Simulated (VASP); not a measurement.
Band structure of Te (trig). Method: modified Becke-Johnson potential (mBJ) with spin-orbit coupling, VASP's PBE PAW potentials (set 64) (plane waves; VASP).

mBJ is a potential without an energy functional, so only the levels count.

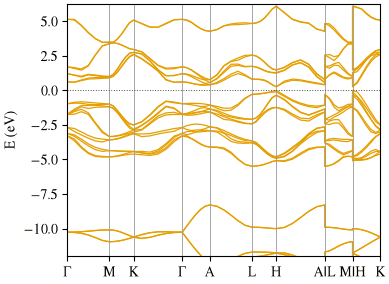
Bands along high-symmetry lines, zero at the valence-band maximum or, without a gap, the Fermi level

Problem. Read the plot: is there a gap, and where are the band edges?

Solution. The gap is direct, 0.26 eV, from the valence maximum at H to the conduction minimum at H.

The compound is Te in the trig structure. It was relaxed first. The cell's shape comes from a PBE relaxation.
